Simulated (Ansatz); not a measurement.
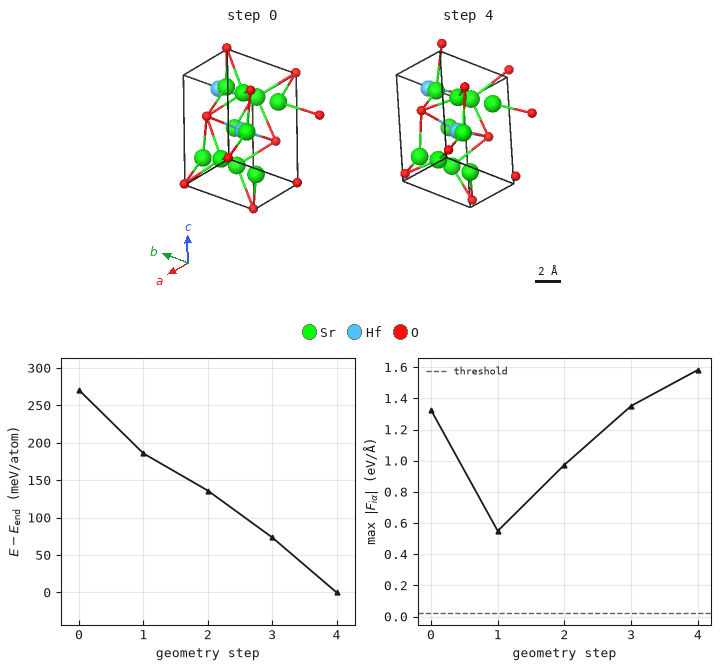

First and last geometry of a relaxation of crystalline Sr4HfO (a generated structure, set up in P1) (coarse preliminary run), with the history of the run. Style: ball-and-stick. Shown: the cell of the calculation, from a free direction.

The calculation used Ansatz 0.2.0, DFT PBE, scalar-relativistic, plane waves, PAW.

Input file:
```yaml
crystal:
  lattice:
    - [-2.919881259, 5.1746531334, 0.0079823442]
    - [0.036709316, 0.0320482366, 7.1245650046]
    - [8.8019479571, 5.1990774629, 0.0703288569]
  atoms:
    - { symbol: Sr, position: [0.5500784241, 0.2525371081, 0.1582826569] }
    - { symbol: Sr, position: [1.0053243308, 0.2623019193, 0.6868262691] }
    - { symbol: Sr, position: [0.9740216644, 0.2581142416, 0.3387208853] }
    - { symbol: Sr, position: [0.4664842367, 0.2812271501, 0.836623199] }
    - { symbol: Sr, position: [0.9994271665, 0.7325397716, 0.3073397381] }
    - { symbol: Sr, position: [0.4600618813, 0.724780027, 0.8272815439] }
    - { symbol: Sr, position: [0.5101627757, 0.7813634028, 0.171331279] }
    - { symbol: Sr, position: [1.0362115393, 0.7503787807, 0.6663594175] }
    - { symbol: Hf, position: [0.9717908124, 0.5094258801, -0.01926181] }
    - { symbol: Hf, position: [0.5062740214, 0.4638614769, 0.50070538] }
    - { symbol: O, position: [0.5174795229, -0.0215483212, 0.5158973699] }
    - { symbol: O, position: [0.0026836243, 0.005018563, 0.0098940713] }
basis:
  ecutwfc: 420
kpoints:
  mp_grid: { grid: [4, 4, 2] }
hamiltonian:
  xc: pbe
scf:
  occupations: { method: gaussian, width: 0.2 }
  lower_state_search: "off"
output:
  forces: true
  stress: true
  eigenvalues: true
relax:
  adjacent_minimum: "off"
  f_tol: 0.025
  max_steps: 60
  cell: { stress_tol: 0.25 }
```

Command:
```bash
ansatz run input.yaml --threads 1 --pin off --max-ram 2560MiB --backend cpu --events-out ev --progress --plain --runs-dir out
```

**What do the curves and the structures tell?**

The run was cut off at its time limit before the relaxation converged, so the last structure is only a point on the way. The largest move relative to the cell is that of O12, 0.67 Å roughly along [−1 −1 3]. By element the largest moves are O 0.67 Å, Sr 0.42 Å, Hf 0.17 Å. The drawn cell changes as follows: a 5.942 → 5.924 Å (−0.3 %), b 7.125 → 6.951 Å (−2.4 %), c 10.223 → 9.989 Å (−2.3 %), α 89.2° → 86.2°, β 88.9° → 84.7°, γ 89.8° → 90.1°; the volume changes by −5.5 %. Some distances before and after: Sr6–O11 3.650 → 2.587 Å, Sr5–O12 3.585 → 2.678 Å, Sr8–O12 3.976 → 4.785 Å, Sr7–O11 3.811 → 4.524 Å. The space group stays P1 (No. 1). Over 4 geometry steps the energy falls by 270 meV per atom. The largest force component goes from 1.3 to 1.6 eV/Å. Pressure: −0.58 GPa at the start and 0.24 GPa at the end. The run took 9.2 min on 1 thread of Intel(R) Xeon(R) Processor @ 2.70GHz (shared host), peak memory 0.92 GiB.
